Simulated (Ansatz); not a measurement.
H6OSi2···AsH3

Input file:

```
crystal:
  periodic: [false, false, false]
  atoms:
    - { symbol: Si, position_ang: [-0.452129, 0.260588, 1.312561] }
    - { symbol: Si, position_ang: [0.088138, -1.746923, 0.42505] }
    - { symbol: H, position_ang: [-1.784505, 0.767582, 0.807618] }
    - { symbol: H, position_ang: [-0.610844, 0.100173, 2.808578] }
    - { symbol: O, position_ang: [0.806035, 1.348985, 0.984048] }
    - { symbol: H, position_ang: [0.834867, -0.009951, -1.536047] }
    - { symbol: As, position_ang: [0.569037, 1.423114, -1.949996] }
    - { symbol: H, position_ang: [-0.347138, -2.826511, 1.383809] }
    - { symbol: H, position_ang: [-0.582382, -2.016868, -0.89301] }
    - { symbol: H, position_ang: [1.578923, -1.857918, 0.261479] }
    - { symbol: H, position_ang: [0.643964, 2.263719, 1.273806] }
    - { symbol: H, position_ang: [0.162247, 0.963619, -3.378291] }
    - { symbol: H, position_ang: [-0.906312, 1.33019, -1.499404] }
basis:
  gaussian: { orbitals: def2-SVP }
hamiltonian:
  xc: pbe
relax:
  f_tol: 0.03
  max_steps: 50
output:
  orbitals: {}
```

Command:

```sh
ansatz run input.yaml --threads 4 --pin off --max-ram 5120MiB --backend cpu --events-out ev --progress --plain --runs-dir out
```

The fields are those of the run's last geometry, not of the input's.

These are results of Ansatz 0.2.0, RKS PBE/def2-SVP, not measurements.

**Predict the electron density and electron localisation function between the atoms.**

Si–O (1.70 Å): ρ is about 1 e/Å³ halfway; the ELF peaks at about 0.85 between the atoms, as expected for a polar covalent bond.
Si–Si (2.35 Å): ρ is about 0.64 e/Å³ halfway; the ELF peaks at about 1 between the atoms; a covalent bond.
O–H (0.97 Å): the density is about 3.5 e/Å³ at the midpoint; the ELF climbs to about 1 towards the hydrogen, as it does in any bond to H (a covalent bond by its length).
Si–H (1.51 Å): ρ at the midpoint is about 0.74 e/Å³; the ELF climbs to about 1 towards the hydrogen.

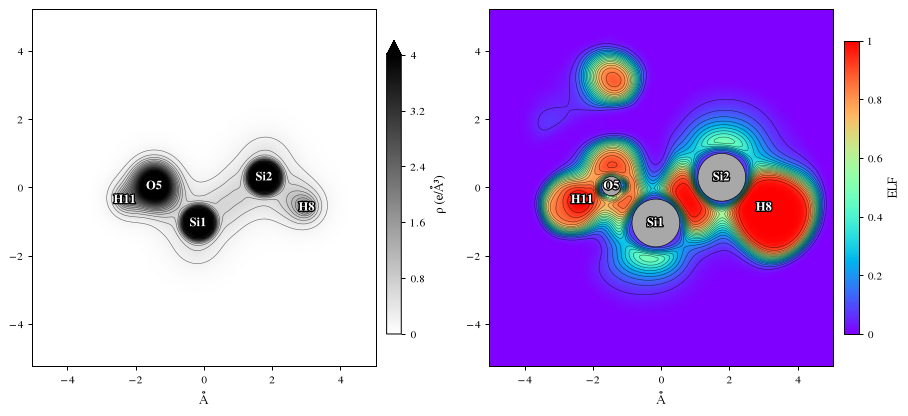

Computed electron density and electron localisation function on the plane of atoms Si2, Si1 and O5, in this order. Grey discs cover the atomic cores in the ELF map. 
